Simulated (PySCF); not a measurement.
# CHF$_{3}$Mo (SMILES [CH]#[Mo]([F])([F])[F]): what the fields show

Input

```
{"job": {"kind": "sp", "xc": "TPSSh", "basis": "ma-def2-SVP", "d3": "d3bj", "grid": 3}, "charge": 0, "multiplicity": 1}
Mo    -0.088892     0.000765    -0.533843
C      0.202272     0.000859     1.168038
H      0.390037     0.000815     2.254201
F      1.622096     0.000891    -1.285942
F     -1.060525     1.570264    -0.823396
F     -1.059577    -1.569304    -0.823239
```

Command:

```sh
OMP_NUM_THREADS=1 python redox_run.py task.json out
```

Geometry: BP86-D3(BJ)/ma-def2-SVP; core potentials replace the inner electrons of Mo.

These are results of PySCF 2.14.0, density-fitted response routines, DFT single point, gas phase, functional TPSSh, not measurements.

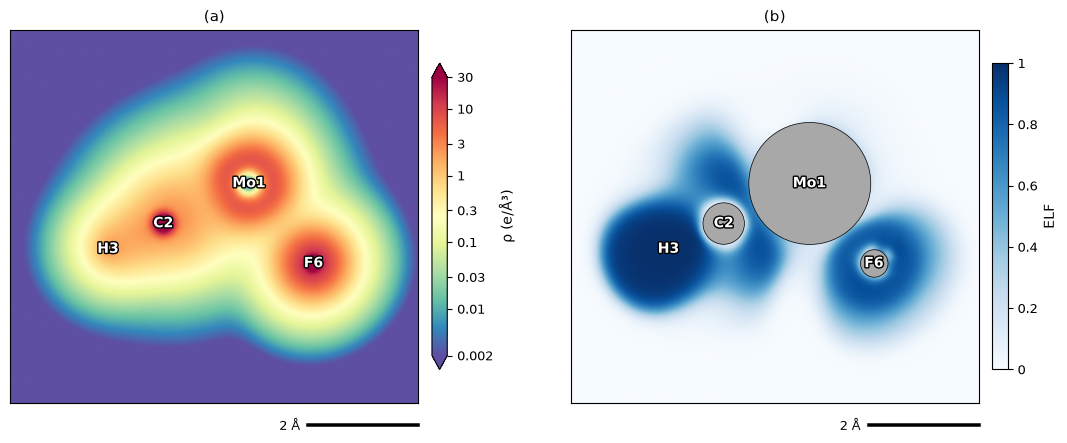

Figure 1. (a) electron density; (b) ELF on the plane of atoms C2, Mo1 and F6. Grey discs cover the atomic cores in the ELF map.

Q: Read the bonding off the picture.

A: The plane passes through Mo, C, H and F nuclei. C–Mo (1.73 Å): ρ is about 1.8 e/Å³ halfway; the ELF peaks at about 0.70 in the valence shell of C, 0.6 Å from its nucleus, and drops to about 0.40 between the two atoms. Mo–F (1.87 Å): ρ at the midpoint is about 1 e/Å³; the ELF peaks at about 0.80 in the valence shell of F, 0.5 Å from its nucleus, and drops to about 0.20 between the two atoms. C–H (1.10 Å): ρ is about 1.9 e/Å³ halfway; the ELF climbs to about 1 towards the hydrogen, as it does in any bond to H: an ordinary covalent bond to hydrogen.

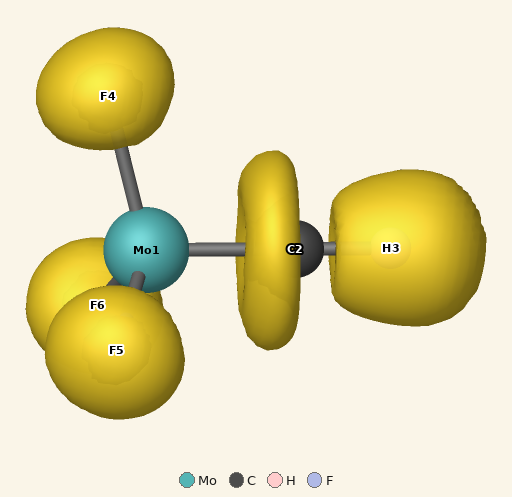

Figure 2. Isosurface of the electron localisation function at 0.75 (yellow), seen across its widest extent. Only the valence region is drawn (cores and ρ < 0.01 e/Å³ removed).

Q: What do the ELF domains correspond to?

A: The ELF exceeds this value in one region around a hydrogen nucleus, one region wrapped around C (its valence shell) and three regions wrapped around F (the valence shell of each).

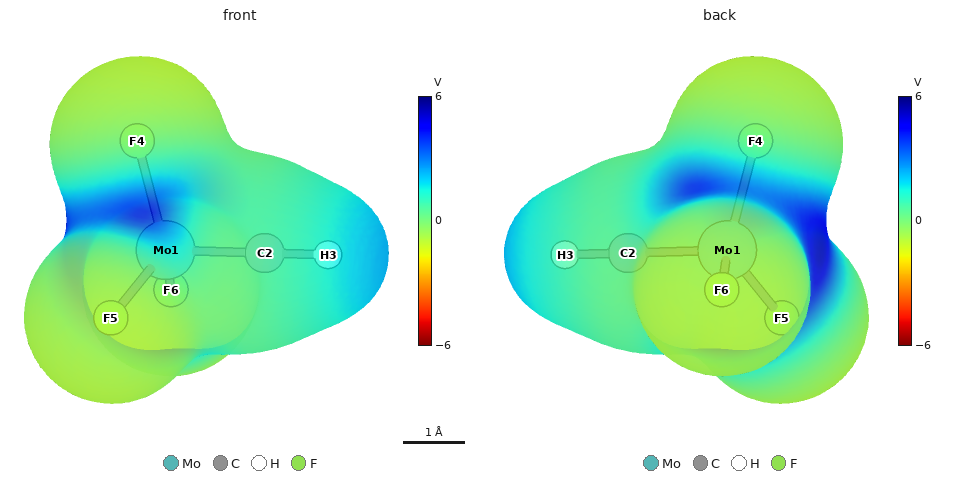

Figure 3. The electrostatic potential painted on the density surface at 0.004 e/bohr³, seen from the front and from behind; the colour scale runs from red (negative) to blue (positive).

Q: Which sites attract a positive test charge, and which a negative one?

A: A positive charge is drawn to the negative regions and a negative charge to the positive ones. The most negative region (about −0.9 V, or −21 kcal/mol for a unit charge) lies over F4, F5 and F6, the most positive (about +4.9 V, or +113 kcal/mol for a unit charge) over Mo1.

Q: What dipole moment does the calculation give?

A: Its dipole moment is 1.12 D.
